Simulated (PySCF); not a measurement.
## A study: C2H11GeNSi, SMILES `C[NH][GeH2][CH2][SiH3]`

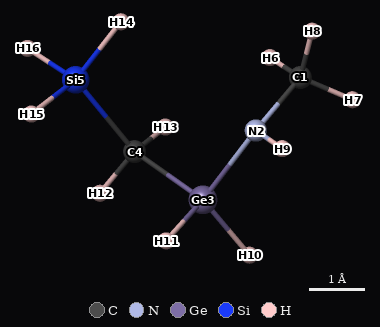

The molecule, with its atoms numbered as below. No frequency check shows the geometry to be a minimum.

Coordinates in Å:

```
C1       1.6171    1.8434   -0.4008
N2       1.3511    0.7853    0.5567
Ge3      0.6388   -0.8155    0.0574
C4      -1.0965   -0.5040   -0.8165
Si5     -2.2814    0.5507    0.2272
H6       0.7743    1.9125   -1.0872
H7       2.5261    1.6801   -0.9918
H8       1.7145    2.7985    0.1200
H9       2.1056    0.7212    1.2267
H10      1.5422   -1.6387   -0.8644
H11      0.5398   -1.5674    1.3577
H12     -1.5530   -1.4708   -1.0275
H13     -0.9278   -0.0276   -1.7825
H14     -1.7102    1.8732    0.4818
H15     -2.5646   -0.1331    1.4911
H16     -3.5274    0.7043   -0.5361
```

### 1. Bonding charge

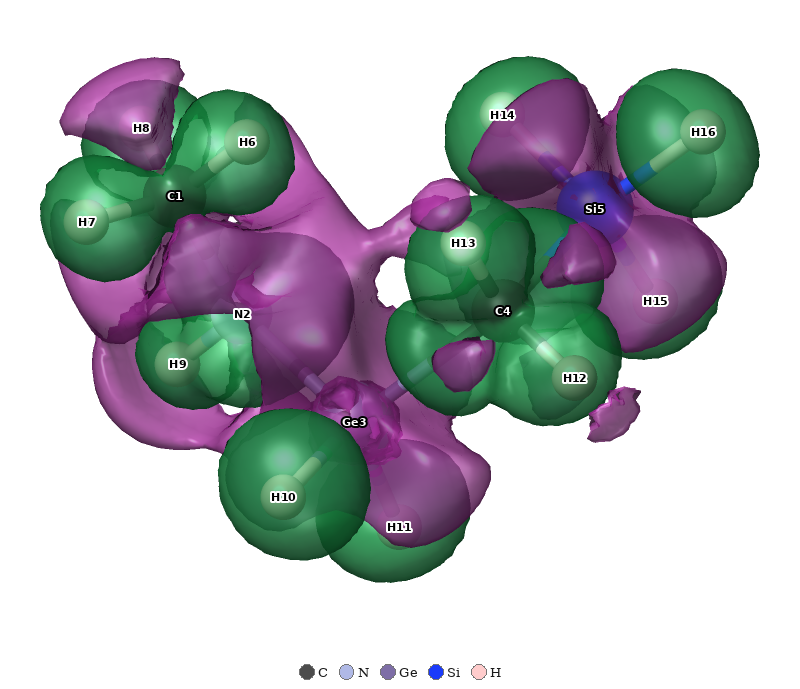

Deformation density (molecule less spherical, spin-averaged free atoms at the same positions), surfaces at ±0.04 e/Å³; green: gain, purple: loss.

Method: B3LYP/cc-pVDZ; geometry: GFN2-xTB; program: PySCF.

> How much density has each bond gained at its critical point, relative to the free atoms?

The five largest and four smallest: N2–H9: +0.78 e/Å³ at the bond critical point (bond length 1.01 Å, Mayer order 1.0). C1–H6: +0.68 e/Å³ at the bond critical point (bond length 1.09 Å, Mayer order 1.0). C1–H8: +0.68 e/Å³ at the bond critical point (bond length 1.09 Å, Mayer order 1.0). C1–H7: +0.67 e/Å³ at the bond critical point (bond length 1.10 Å, Mayer order 1.0). C4–H12: +0.60 e/Å³ at the bond critical point (bond length 1.09 Å, Mayer order 0.9). Si5–H15: +0.14 e/Å³ at the bond critical point (bond length 1.47 Å, Mayer order 1.0). Si5–H16: +0.14 e/Å³ at the bond critical point (bond length 1.47 Å, Mayer order 0.9). C4–Si5: +0.10 e/Å³ at the bond critical point (bond length 1.90 Å, Mayer order 1.0); up to 0.6 Å beside the axis the gain reaches +0.33 e/Å³. N2–Ge3: +0.07 e/Å³ at the bond critical point (bond length 1.82 Å, Mayer order 1.1); up to 0.6 Å beside the axis the gain reaches +0.27 e/Å³. In all, 3.5 electrons gather in the regions of gain relative to the promolecule. A small or negative value marks a very polar bond, one between electron-rich atoms, whose free-atom densities already overlap strongly, a long bond to a heavier atom, or a closed-shell contact such as a hydrogen bond.

> Where do the Hirshfeld charges lie?

The highest Hirshfeld charge is on Ge3 (+0.37 e), the lowest on N2 (−0.24 e).

```json
{"atom": "C1", "charge (e)": "−0.06"}
{"atom": "N2", "charge (e)": "−0.24"}
{"atom": "Ge3", "charge (e)": "+0.37"}
{"atom": "C4", "charge (e)": "−0.23"}
{"atom": "Si5", "charge (e)": "+0.32"}
{"atom": "H6", "charge (e)": "+0.04"}
{"atom": "H7", "charge (e)": "+0.02"}
{"atom": "H8", "charge (e)": "+0.03"}
{"atom": "H9", "charge (e)": "+0.10"}
{"atom": "H10", "charge (e)": "−0.10"}
{"atom": "H11", "charge (e)": "−0.08"}
{"atom": "H12", "charge (e)": "+0.04"}
{"atom": "H13", "charge (e)": "+0.04"}
{"atom": "H14", "charge (e)": "−0.08"}
{"atom": "H15", "charge (e)": "−0.08"}
{"atom": "H16", "charge (e)": "−0.09"}
```

### 2. Local ionisation energy

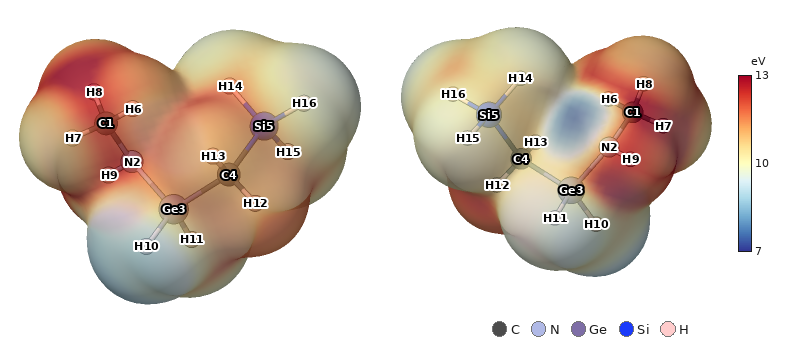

Average local ionisation energy on the surface of electron density 0.001 a.u. (back view left, front view right).

> Locate the minima of the map.

The lowest value is 7.8 eV, off the N2–H9 bond (1.9 to 2.0 Å from its atoms). Further minima include 8.6 eV, 1.5 Å from H10; 9.4 eV, 1.5 Å from H11; 9.5 eV, 1.5 Å from H16. For comparison, the highest occupied orbital lies at −6.1 eV.

> What volume does the surface enclose, and what is the dipole moment?

About 167 Å³; the dipole moment is 0.9 D.

### 3. In an electric field

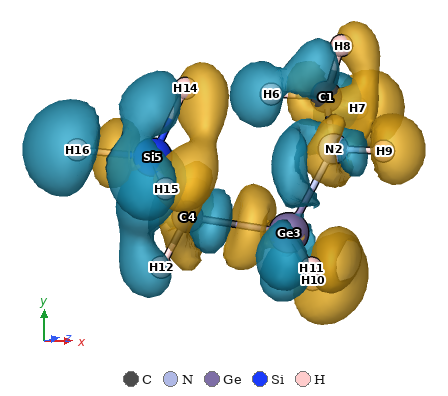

Change of the electron density in a uniform field of 0.26 V/Å, surfaces at ±0.002 e/Å³ (yellow: gain, teal: loss).

PySCF calculation, B3LYP/cc-pVDZ, gas phase; geometry: GFN2-xTB. A basis without diffuse functions makes polarisabilities too small.

> Along which Cartesian direction does the field point?

Along −x: electrons gather on the +x side, against the field.

> What dipole is induced, and what polarisability does it imply?

The induced dipole is 1.14 D (along the field); α along this axis, from the fields in both directions, is 90 bohr³ (13.3 Å³).

> Which atoms gain and lose the most charge?

Electrons gather most on H10 (Hirshfeld charge changes by −0.011 e) and leave H16 most (+0.014 e); 0.100 electrons are displaced in all.

The PySCF runs shown took 67 s and 2.4 min on 1 thread of Intel(R) Xeon(R) Processor @ 2.50GHz (Skylake/Cascade Lake) (shared host).
